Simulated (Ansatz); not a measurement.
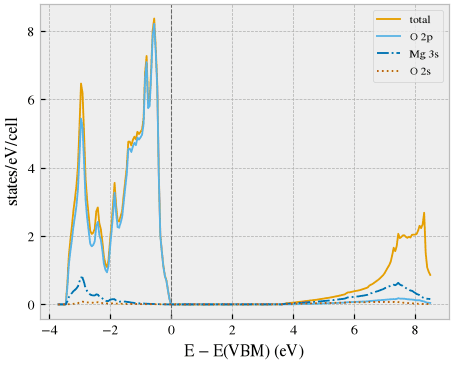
*Total and projected density of states of MgO (wurtzite, P6_3mc), the program Ansatz at the LDA level (PAW)*

Which orbitals carry the states next to the gap?

Top 1 eV of the valence band: O 2p 98 %. Bottom 1 eV of the conduction band: Mg 3s 60 %, O 2s 28 %, O 2p 10 %. Projections are on Löwdin-orthogonalised atomic valence shells; empty p or d shells of many metals are not among them.

Where is the tallest occupied peak in this window, and what makes it?

Near -0.5 eV, about 8.4 states/eV per cell; the largest projected share is O 2p.

The workflow started from a Materials Project entry (that database holds measured and hypothetical structures alike); the Crystallography Open Database copy checked does not list it. It is not the phase usual at ambient conditions (space group No. 225). The LDA relaxation kept the symmetry of its start; phonons on a q-mesh show no instability.

Potentials: the later of the program's two PAW sets.
